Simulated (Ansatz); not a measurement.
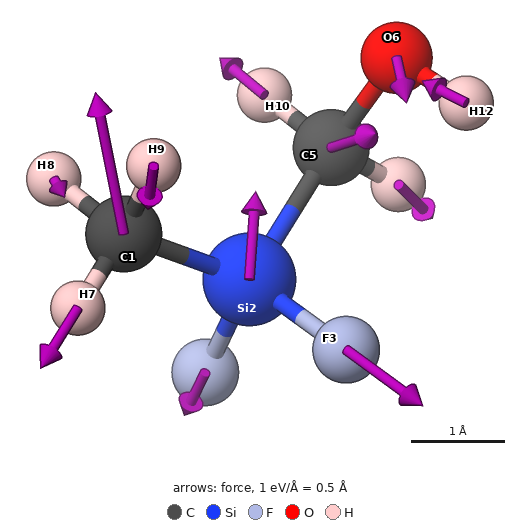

Starting geometry of C$_{2}$H$_{6}$F$_{2}$OSi (coarse preliminary run) with the computed forces as purple arrows. A ball-and-stick model, seen from a free direction.

The start comes from a force field.

All numbers below come from Ansatz, RKS PBE-D4/def2-SVP.

Input
```yaml
crystal:
  periodic: [false, false, false]
  atoms:
    - {symbol: C, position_ang: [-1.524200, -0.499700, 0.658100]}
    - {symbol: Si, position_ang: [0.138800, -0.792400, 0.061400]}
    - {symbol: F, position_ang: [1.043500, -1.092900, 1.319200]}
    - {symbol: F, position_ang: [0.205000, -2.064100, -0.901000]}
    - {symbol: C, position_ang: [0.901800, 0.650000, -0.886100]}
    - {symbol: O, position_ang: [1.140300, 1.897500, -0.155000]}
    - {symbol: H, position_ang: [-1.952700, -1.310000, 1.194900]}
    - {symbol: H, position_ang: [-2.205200, -0.228800, -0.199200]}
    - {symbol: H, position_ang: [-1.597600, 0.425900, 1.359900]}
    - {symbol: H, position_ang: [0.246600, 0.912100, -1.684500]}
    - {symbol: H, position_ang: [1.847600, 0.345500, -1.277000]}
    - {symbol: H, position_ang: [1.833100, 1.701800, 0.543400]}
basis:
  gaussian: {orbitals: def2-SVP}
hamiltonian: {xc: pbe, dispersion: d4}
relax: {f_tol: 0.03, max_steps: 200}
```

Launched with:
```bash
ansatz run in.yaml --threads 4 --pin off --events-out ev --progress --plain --max-ram 10444MiB
```

> What follows when this structure is relaxed?

It isn't relaxed: the largest force vector, on C1, is 3.26 eV/Å. The final displacements have little in common with the starting forces (cosine between the two patterns 0.20). The atom that moves furthest after the best rigid fit is H12 (0.35 Å). Largest moves by element: H 0.35 Å, O 0.23 Å, F 0.17 Å, C 0.08 Å, Si 0.07 Å. Some distances before and after: Si2–F3 1.578 → 1.645 Å, C1–Si2 1.791 → 1.857 Å, C1–H9 1.164 → 1.109 Å, C5–H11 1.068 → 1.118 Å. Among the angles between lasting bonds that change: Si2–C5–O6 117.8° → 107.3°, O6–C5–H11 106.3° → 113.1°, H8–C1–H9 103.3° → 108.2°. After 7 geometry steps the energy has fallen by 10.4 kcal/mol. Largest force component: 2.9 eV/Å at the start, 0.021 eV/Å at the end.
